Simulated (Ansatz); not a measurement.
Band structure of Mn2Hg5 (P4/mbm, 14 atoms in the cell).

```
CELL_PARAMETERS angstrom
      9.75770     0.00000     0.00000
      0.00000     9.75770     0.00000
      0.00000     0.00000     2.99800
ATOMIC_POSITIONS crystal
  Hg 0.06300 0.20400 0.00000
  Hg 0.79600 0.06300 0.00000
  Hg 0.93700 0.79600 0.00000
  Hg 0.20400 0.93700 0.00000
  Hg 0.56300 0.29600 0.00000
  Hg 0.29600 0.43700 0.00000
  Hg 0.43700 0.70400 0.00000
  Hg 0.70400 0.56300 0.00000
  Mn 0.18000 0.68000 0.50000
  Mn 0.32000 0.18000 0.50000
  Mn 0.82000 0.32000 0.50000
  Mn 0.68000 0.82000 0.50000
  Hg 0.00000 0.50000 0.00000
  Hg 0.50000 0.00000 0.00000
```
Moments meant for the start (each program seeds them in its own way; μB, in the order of the atoms Hg Hg Hg Hg Hg Hg Hg Hg Mn Mn Mn Mn Hg Hg): 0.0 0.0 0.0 0.0 0.0 0.0 0.0 0.0 4.0 4.0 4.0 4.0 0.0 0.0.

Level of theory: PBEsol, default PAW files made with PBE (plane waves; Ansatz, a first-principles code).

Settings: kpoints.mp_grid.grid = 3 3 7; hamiltonian.xc = pbesol; hamiltonian.pseudopotentials = {kind: paw} (the program's default PAW files); magnetization.spin_polarized = true; scf.occupations.method = gaussian; scf.occupations.width = 0.1 eV; kpoints.band_path.npoints = 10.

The starting cell comes from a database of published, mostly measured structures (it also holds non-ambient and calculated ones), without a prior relaxation at this level. Spin-orbit coupling is off. The magnetic order is the one reached from the typed start; others were not searched systematically. The program warned that, by what it read of turns of the moments, another magnetic order lies lower.

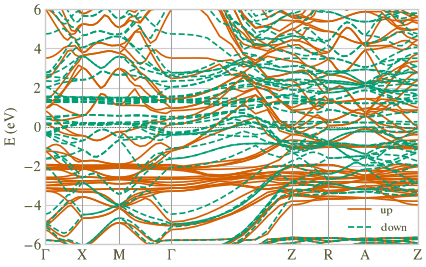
*Bands along the path, energies from the Fermi level.*

Levels in eV from the Fermi level, bands 135 to 142 of the first spin channel:
```csv
point,135,136,137,138,139,140,141,142
Γ,-1.94,-1.24,-1.24,-1.14,0.11,0.42,0.82,0.94
X,-1.97,-1.97,-1.76,-1.76,-0.45,-0.45,0.55,0.55
M,-1.97,-1.97,-1.92,-1.92,-0.25,-0.25,1.09,1.09
Z,-0.68,-0.40,-0.40,-0.08,-0.08,0.01,0.85,0.85
R,-0.79,-0.79,0.06,0.06,0.33,0.33,1.27,1.27
A,-0.11,-0.11,0.59,0.59,0.64,0.64,0.73,0.73
```

Bands cross the Fermi level along this path, so the cell is metallic at this level.

The net moment of the cell came out as 15.15 μB.

Keys are those of Ansatz 0.2.
